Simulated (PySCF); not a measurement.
**H2O2 (hydrogen peroxide) at FCI/STO-3G**

Aim: the vertical singlet–triplet gap of H2O2 (hydrogen peroxide) at FCI/STO-3G, from 2 runs. Input form: a Python script.

The results are computed with PySCF 2.14.0.

9 further runs of the same task are left out: 9 set aside as unsound or not needed.

**1. The structure to begin with**

H2O2: 4 atoms, total charge 0, spin state singlet. As SMILES, `OO`. The shape is that of a PBE0-D4/def2-TZVP optimisation.

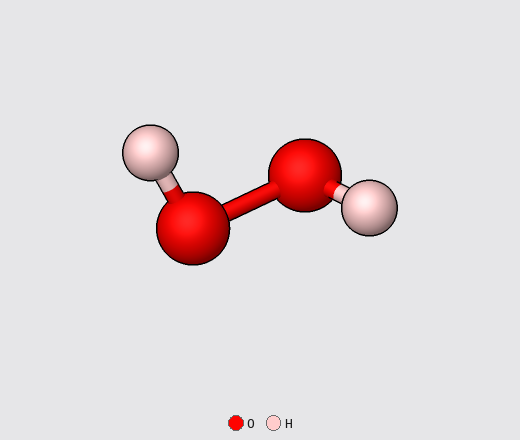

Viewed from a chosen angle; oxygen red, hydrogen pink.

**2. A single-point energy at FCI/STO-3G**

File job.py:

```python
# OO
from pyscf import gto, mcscf
from pyscf import fci

mol = gto.M(
    atom='''
O       -0.486800      -0.581100       0.030600
O        0.048300       0.728400       0.206900
H        0.186400      -1.117000       0.467400
H        0.252100       0.969800      -0.704900
''',
    basis='sto-3g',
    verbose=3,
    spin=0,
    max_memory=1860,
)

hf = mol.RHF()
hf.conv_tol = 1e-10
hf.kernel()
if not hf.converged:
    hf = hf.newton().run(hf.mo_coeff, hf.mo_occ)

cas = mcscf.CASCI(hf, hf.mo_coeff.shape[-1] - 2, (mol.nelec[0] - 2, mol.nelec[1] - 2))  # full CI above the frozen core
cas.fcisolver = fci.direct_spin0.FCI(mol)  # even spin states alone
cas.kernel()
print('<S^2> = %.4f' % cas.fcisolver.spin_square(cas.ci, cas.ncas, cas.nelecas)[0])
e_final = cas.e_tot
print(f'total energy: {e_final:.8f} hartree')
```

Launch:

```sh
$ OMP_NUM_THREADS=1 python job.py
```

What it wrote:

```text
converged SCF energy = -148.760540624267
CASCI E = -148.865515958104  E(CI) = -55.5268866396166  S^2 = 0.0000000
<S^2> = 0.0000
total energy: -148.86551596 hartree
```

Run time: 0.88 s. Hardware: 1 thread of Arm Neoverse V1, shared host; peak memory 0.12 GiB.

**3. The triplet, same level**

File input.py:

```python
from pyscf import gto, mcscf

system = gto.M(
    atom='''
O     -0.919919    -1.098120     0.057826
O      0.091274     1.376477     0.390984
H      0.352245    -2.110824     0.883258
H      0.476400     1.832656    -1.332068
''',
    spin=2,
    verbose=4,
    unit='bohr',
    basis='sto-3g',
    max_memory=1860,
)

mf = system.ROHF()
mf.conv_tol = 1e-10
mf.kernel()
if not mf.converged:
    mf = mf.newton().run(mf.mo_coeff, mf.mo_occ)

cas = mcscf.CASCI(mf, mf.mo_coeff.shape[-1] - 2, (system.nelec[0] - 2, system.nelec[1] - 2))  # full CI above the frozen core
cas.fix_spin_(ss=2.0)
cas.kernel()
energy = cas.e_tot
print('E(%s) = %.9f' % ('FCI', energy))
```

Launch:

```sh
$ OMP_NUM_THREADS=1 python input.py
```

What it wrote:

```text
PySCF version 2.14.0

[INPUT] num. atoms = 4
[INPUT] num. electrons = 18
[INPUT] charge = 0
[INPUT] spin (= nelec alpha-beta = 2S) = 2
[INPUT] symmetry False subgroup None
[INPUT] Mole.unit = bohr
[INPUT] Symbol           X                Y                Z      unit          X                Y                Z       unit  Magmom
[INPUT]  1 O     -0.486800170692  -0.581100078855   0.030600201399 AA   -0.919919000000  -1.098120000000   0.057826000000 Bohr   0.0
[INPUT]  2 O      0.048300120750   0.728400259756   0.206899822634 AA    0.091274000000   1.376477000000   0.390984000000 Bohr   0.0
[INPUT]  3 H      0.186400026661  -1.116999957063   0.467400004963 AA    0.352245000000  -2.110824000000   0.883258000000 Bohr   0.0
[INPUT]  4 H      0.252100023282   0.969799790656  -0.704900028996 AA    0.476400000000   1.832656000000  -1.332068000000 Bohr   0.0

nuclear repulsion = 37.2831135806696
number of shells = 8
number of NR pGTOs = 36
number of NR cGTOs = 12
basis = sto-3g
ecp = {}

******** <class 'pyscf.scf.rohf.ROHF'> ********
method = ROHF
initial guess = minao
damping factor = 0
level_shift factor = 0
DIIS = <class 'pyscf.scf.diis.CDIIS'>
diis_start_cycle = 1
diis_space = 8
diis_damp = 0
SCF conv_tol = 1e-10
SCF conv_tol_grad = None
SCF max_cycles = 50
direct_scf = True
direct_scf_tol = 1e-13
num. doubly occ = 8  num. singly occ = 2
Set gradient conv threshold to 1e-05
init E= -148.685143500456
  HOMO = 0.128739171502211  LUMO = 0.445808294789749  gap/eV = 8.62789
cycle= 1 E= -148.474847803099  delta_E= 0.21  |g|= 0.292  |ddm|= 2.02
  HOMO = 0.331598056808546  LUMO = 0.654912422977819  gap/eV = 8.79783
cycle= 2 E= -148.514596485959  delta_E= -0.0397  |g|= 0.0308  |ddm|= 0.394
  HOMO = 0.243736128358688  LUMO = 0.646045620516909  gap/eV = 10.94740
cycle= 3 E= -148.515043463077  delta_E= -0.000447  |g|= 0.00525  |ddm|= 0.0391
  HOMO = 0.24347701773756  LUMO = 0.645878863562696  gap/eV = 10.94991
cycle= 4 E= -148.515062651008  delta_E= -1.92e-05  |g|= 0.00104  |ddm|= 0.00869
  HOMO = 0.24356891672538  LUMO = 0.645943905114546  gap/eV = 10.94918
cycle= 5 E= -148.515063818987  delta_E= -1.17e-06  |g|= 0.000254  |ddm|= 0.00247
  HOMO = 0.243506880740104  LUMO = 0.645909176274819  gap/eV = 10.94992
cycle= 6 E= -148.515063904526  delta_E= -8.55e-08  |g|= 2.22e-05  |ddm|= 0.000835
  HOMO = 0.24350887275682  LUMO = 0.645910643517884  gap/eV = 10.94991
cycle= 7 E= -148.515063905193  delta_E= -6.67e-10  |g|= 1.13e-05  |ddm|= 6.66e-05
  HOMO = 0.24350887139784  LUMO = 0.645910576696251  gap/eV = 10.94991
cycle= 8 E= -148.515063905285  delta_E= -9.27e-11  |g|= 9.35e-06  |ddm|= 9.42e-06
  HOMO = 0.243508750947268  LUMO = 0.645910413571074  gap/eV = 10.94991
Extra cycle  E= -148.515063905551  delta_E= -2.66e-10  |g|= 9.19e-06  |ddm|= 2.7e-05
converged SCF energy = -148.515063905551

******** <class 'pyscf.mcscf.casci.CASCI'> ********
CAS (8e+6e, 10o), ncore = 2, nvir = 0
natorb = False
canonicalization = True
sorting_mo_energy = False
******** <class 'pyscf.fci.addons.SpinPenaltyFCISolver'> ********
max. cycles = 200
conv_tol = 1e-08
davidson only = True
linear dependence = 1e-12
level shift = 0.001
max iter space = 12
nroots = 1
pspace_size = 400
spin = None
Density matrix diagonal elements [1.99481772 1.99042889 1.95847584 1.97858014 1.95989516 1.95364367
 1.05230501 1.0453113  0.03353595 0.03300633]
CASCI converged
CASCI E = -148.619818059324  E(CI) = -55.2815048637355  S^2 = 2.0000000
E(FCI) = -148.619818059
```

Wall time 0.93 s (1 thread of Arm Neoverse V1, shared host); peak memory 0.12 GiB.

**4. Outcome**

At FCI/STO-3G, 2 core orbitals frozen:

| quantity | value |
| --- | --- |
| singlet: total energy | -148.86552 Eh |
| singlet: dipole moment (Hartree–Fock density) | 1.57 D |
| singlet: HOMO energy (Hartree–Fock orbitals) | -9.92 eV |
| singlet: LUMO energy (Hartree–Fock orbitals) | 13.16 eV |
| singlet: HOMO–LUMO gap (Hartree–Fock orbitals) | 23.08 eV |
| singlet: correlation energy (2 core orbitals frozen) | -105.0 mEh |
| triplet: total energy | -148.61982 Eh |
| triplet: dipole moment (Hartree–Fock density) | 1.17 D |
| triplet: correlation energy (2 core orbitals frozen) | -104.8 mEh |
| vertical energy of the triplet above the singlet | 6.686 eV |

At this shape the triplet lies 6.69 eV (154 kcal/mol) above the singlet. In a minimal basis such a difference can be off by several eV, whatever the method. Mulliken charges (triplet) of the mean-field density run from -0.17 on O2 to +0.17 on H3; they depend strongly on the basis.
